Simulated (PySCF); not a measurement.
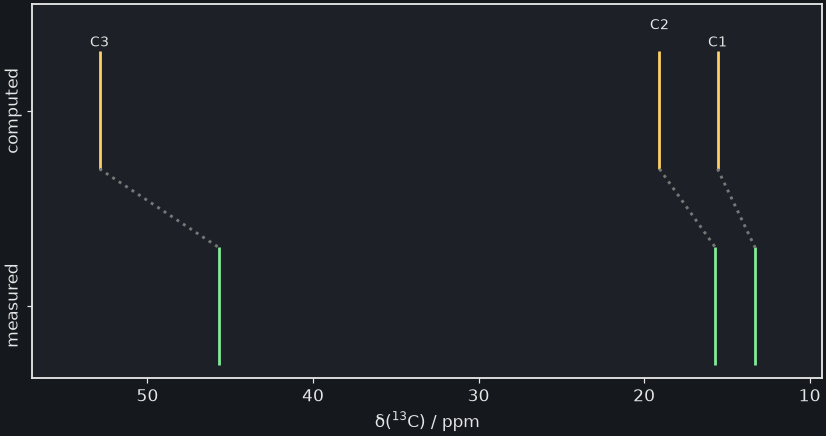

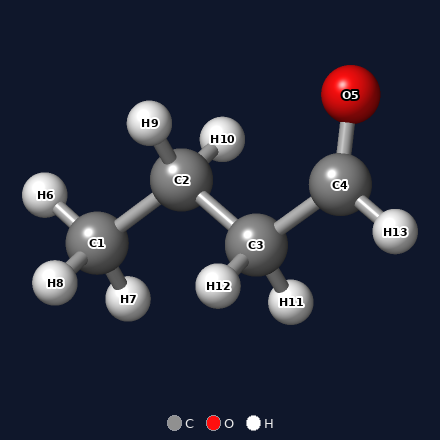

¹³C shifts of C₄H₈O, SMILES CCCC=O against TMS: GIAO PBE0/pcSseg-1 (PySCF 2.14.0) for one gas-phase conformer (GFN2-xTB, like atoms averaged; labels name one atom of each set) above, published measurements (solution) below; dotted lines join the same nuclei. Only nuclei with a measured value are shown, one named for each set of like atoms.

> Is the order of the signals reproduced?

Yes, no dotted lines cross.

> Give the values.

```tsv
nucleus	computed	measured
C3	52.9	45.7
C2	19.1	15.7
C1	15.6	13.3
```

Caveats: the tight-binding geometry is rougher than a DFT one and adds to the error.
